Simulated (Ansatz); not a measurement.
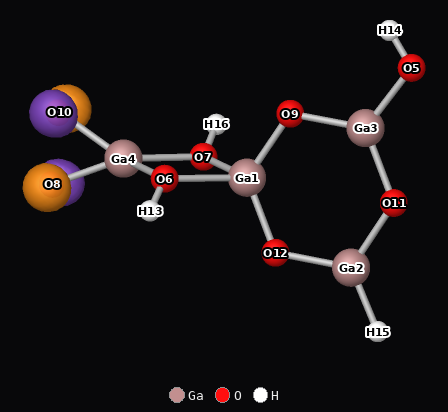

The picture shows: Ga₄H₄O₈. The HOMO at ±0.3 Å⁻³ᐟ² (orange and purple are the two phases), seen at a tilt.

Geometry: PBE-D4/def2-SVP; not at a stationary point (largest force 1.3 eV/Å).

Computed with Ansatz 0.2.0, RKS PBE0-D4/def2-TZVP.

```yaml
atoms:
  - { symbol: Ga, position_ang: [-0.2542, 0.0994, -0.0318] }
  - { symbol: Ga, position_ang: [-0.9650, -2.5254, -1.6125] }
  - { symbol: Ga, position_ang: [1.9283, -2.0524, -0.3557] }
  - { symbol: Ga, position_ang: [-1.1359, 2.7487, 0.9763] }
  - { symbol: O, position_ang: [3.5822, -2.6735, -0.0751] }
  - { symbol: O, position_ang: [-1.1727, 0.9022, 1.5068] }
  - { symbol: O, position_ang: [-0.2251, 1.9963, -0.5383] }
  - { symbol: O, position_ang: [-2.3525, 4.0801, 1.1804] }
  - { symbol: O, position_ang: [1.4457, -0.4262, 0.2838] }
  - { symbol: O, position_ang: [-0.8780, 4.3069, 1.8704] }
  - { symbol: O, position_ang: [0.7428, -3.0314, -1.2887] }
  - { symbol: O, position_ang: [-1.4440, -0.9171, -0.9304] }
  - { symbol: H, position_ang: [-1.9901, 0.5147, 1.8712] }
  - { symbol: H, position_ang: [4.0929, -2.0311, 0.4537] }
  - { symbol: H, position_ang: [-1.9511, -3.4143, -2.4190] }
  - { symbol: H, position_ang: [0.5766, 2.4232, -0.8910] }
```

> Where does this orbital lie, and at what energy?

By Hirshfeld shares it lies mainly on O10 (about 45 %) and O8 (about 45 %); largely a combination of lone pairs on O10 and O8. Its energy is −6.58 eV.
